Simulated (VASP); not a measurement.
Band structure of C (space group Fd-3m). Level of theory: PBE GGA, VASP's PBE PAW potentials (set 64) (plane waves; VASP).

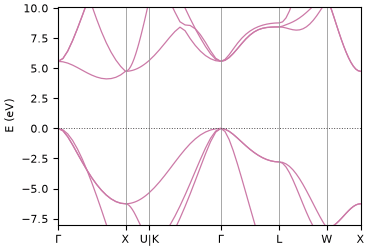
Figure. Bands along high-symmetry lines, zero at the valence-band maximum or, without a gap, the Fermi level

**Question.** Read the plot: is there a gap, and where are the band edges?

**Answer.** The gap is indirect, 4.12 eV, from the valence maximum at Γ to the conduction minimum at Γ-X at 0.71. (Edges off the drawn lines would not show.)

The structure comes from a computed database's C entry (Fd-3m); how it stands against other phases isn't given here. It was relaxed first.
